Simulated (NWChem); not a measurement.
# GaHOF (SMILES [OH][Ga][F]): UPBE0/6-31G(d) (spherical functions)

Aim: the vertical ionisation energy of GaHOF at UPBE0/6-31G* (spherical functions), from 2 runs. 

Program for the calculation: NWChem 7.3.0.

2 further runs of the same task are left out: 1 that didn't finish, 1 set aside as unsound or not needed.

**1. The structure to begin with**

GaHOF: 4 atoms, total charge 0, spin state doublet. SMILES: `[OH][Ga][F]`. Geometry: relaxed at PBE0-D4/def2-TZVP.

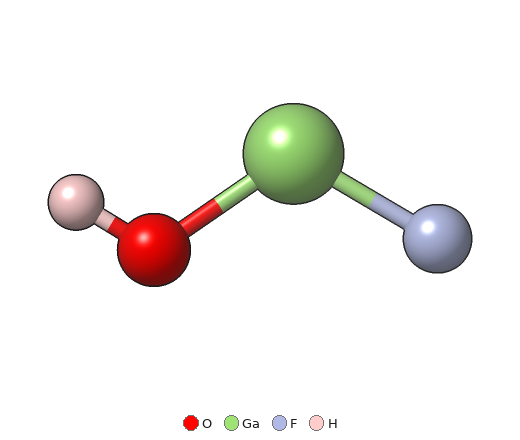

The structure, seen from a chosen angle (oxygen red, gallium green, fluorine light blue, hydrogen pink).

**2. The energy at UPBE0/6-31G(d) (spherical functions)**

Contents of nw.nw:

```
start nw
memory stack 880 mb heap 220 mb global 1100 mb
geometry units angstrom noautosym nocenter noautoz
  O       -0.928500       0.061200      -0.333300
  Ga       0.802400       0.214300       0.117400
  F        1.450100      -1.148000       1.023000
  H       -1.268400       0.812300      -0.827400
end
basis spherical bse
  O library 6-31G*
  Ga library 6-31G*
  F library 6-31G*
  H library 6-31G*
end
dft
  xc pbe0
  mult 2
  grid coarse
  convergence energy 1e-08
  iterations 100
  mulliken
  print low
end
task dft
```

Launch:

```
$ nwchem nw.nw > nw.out
```

Standard output, cut to the lines that bear on the results:

```text
[...]
 d= 0,ls=0.0,diis     1  -2099.7063476193 -2.28D+03  1.53D-02  2.48D-01     1.2
[...]
 d= 0,ls=0.0,diis    12  -2099.8363873762 -1.44D-09  3.91D-07  2.06D-10     9.0
[...]
         Total DFT energy =    -2099.836387376211
      One electron energy =    -3290.826819608630
           Coulomb energy =     1102.725811323880
    Exchange-Corr. energy =      -94.104259816353
 Nuclear repulsion energy =      182.368880724892
[...]
      Total Density - Mulliken Population Analysis
     ---------------------------------------------
    Atom       Charge   Shell Charges
 -----------   ------   -------------------------------------------------------
    1 O    8     8.70   2.00  0.91  2.86  0.98  1.93  0.02
    2 Ga  31    30.32   2.00  2.00  6.00  2.00  5.99  1.13  0.85  0.12  0.09  6.83  2.94  0.37
    3 F    9     9.43   2.00  0.93  3.27  1.05  2.18  0.01
    4 H    1     0.56   0.47  0.09
[...]
      <S2> =      0.7535 (Exact =     0.7500)
[...]
```

It took 9.6 s on 1 thread of Intel Xeon Platinum 8488C (Sapphire Rapids), shared host; peak memory 0.11 GiB.

**3. The singlet cation**

Contents of job.nw:

```
START job
memory 2200 mb
charge 1

GEOMETRY units angstrom noautosym nocenter noautoz
   O     -0.928500     0.061200    -0.333300
   Ga     0.802400     0.214300     0.117400
   F      1.450100    -1.148000     1.023000
   H     -1.268400     0.812300    -0.827400
END

BASIS spherical bse
   * library 6-31G*
END

DFT
   xc pbe0
   grid coarse
   convergence energy 1e-08
   iterations 100
   mulliken
   print low
END

TASK dft
```

Launch:

```
$ nwchem job.nw > job.out
```

Standard output, cut to the lines that bear on the results:

```text
[...]
 d= 0,ls=0.0,diis     1  -2099.0673705088 -2.28D+03  3.93D-02  7.37D+00     1.1
[...]
 d= 0,ls=0.0,diis    12  -2099.4874619756 -7.87D-09  1.00D-06  2.12D-09     7.9
         Total DFT energy =    -2099.487461975598
      One electron energy =    -3275.744844492906
           Coulomb energy =     1087.633762039088
    Exchange-Corr. energy =      -93.745260246671
 Nuclear repulsion energy =      182.368880724892
[...]
      Total Density - Mulliken Population Analysis
     ---------------------------------------------
    Atom       Charge   Shell Charges
 -----------   ------   -------------------------------------------------------
    1 O    8     8.52   2.00  0.94  2.82  0.97  1.78  0.02
    2 Ga  31    29.70   2.00  2.00  6.00  2.00  5.99  0.94  0.69 -0.07  0.02  6.85  2.94  0.34
    3 F    9     9.29   2.00  0.95  3.23  1.04  2.06  0.01
    4 H    1     0.49   0.45  0.04
[...]
```

Run time: 8.7 s. Hardware: 1 thread of Intel Xeon Platinum 8488C (Sapphire Rapids), shared host; peak memory 0.1 GiB.

**4. What came out**

At UPBE0/6-31G* (spherical functions):

| quantity | value |
| --- | --- |
| doublet GaHOF: total energy | -2099.83639 Eh |
| doublet GaHOF: ⟨S²⟩ | 0.753 |
| singlet cation: total energy | -2099.48746 Eh |
| vertical ionisation energy (to the singlet cation) | 9.495 eV |

What this shows: Removing an electron at fixed nuclei costs 9.49 eV (219 kcal/mol). Only the singlet of the ionised species was computed; a triplet could lie lower. Mulliken charges (singlet cation) run from -0.52 on O1 to +1.30 on Ga2; they depend strongly on the basis.
